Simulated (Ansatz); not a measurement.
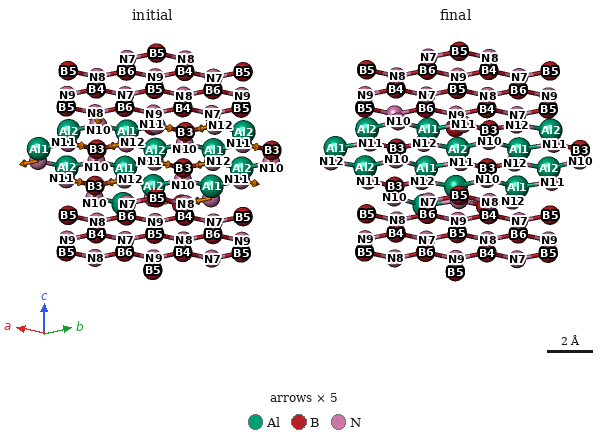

The structure of solid AlB2N3 (a generated structure, set up in P-62m) (coarse preliminary run) before (left) and after (right) a relaxation, at one scale. The orange arrows give the displacements (the part carried along by the change of the cell is left out), 5 times their true length.

A ball-and-stick model of the atoms within 5.8 Å of the atom that moves most (axes of the cell of the calculation), seen from a free direction.

All numbers below come from DFT PBE, scalar-relativistic, plane waves, PAW (Ansatz). (plane-wave cutoff 420 eV; k-point mesh 6 × 6 × 4; occupations gaussian; smearing width 0.1 eV; no spin polarisation; cell and atoms relaxed; force threshold 0.04 eV/Å; at most 70 steps)

> Summarise the run.

The largest moves relative to the cell, 0.20 Å, are those of N10, N11 and N12. N11 goes along −a. Largest moves by element: N 0.20 Å, B 0.01 Å. Al stays in place. Cell: a = b 4.532 → 4.755 Å (+4.9 %), c 6.961 → 6.929 Å (−0.5 %). Volume +9.6 %. Near-neighbour distances that change, for instance: Al1–N10 1.511 → 1.692 Å, B3–N10 1.511 → 1.388 Å, B4–N7 1.511 → 1.589 Å, B4–N8 1.511 → 1.577 Å. Bond angles that change, for instance: Al1–N10–Al2 120.0° → 108.4°, Al1–N10–B3 120.0° → 125.8°. The space group stays P-62m (No. 189). After 6 accepted moves (8 points after the start) the energy has fallen by 509 meV per atom. Largest force component: 14 eV/Å at the start, 0.012 eV/Å at the end. Pressure: 40.12 GPa at the start and 0.11 GPa at the end. At 2 points the geometry stayed and the basis and grid were re-selected for the new cell (energy shift of 4.5 meV per atom at most each time). The run took 96 s on 1 thread of Arm Neoverse V1 (shared host), peak memory 0.37 GiB.

Limits of the set-up: layers or molecules are held without a dispersion correction, so their spacing is unreliable.
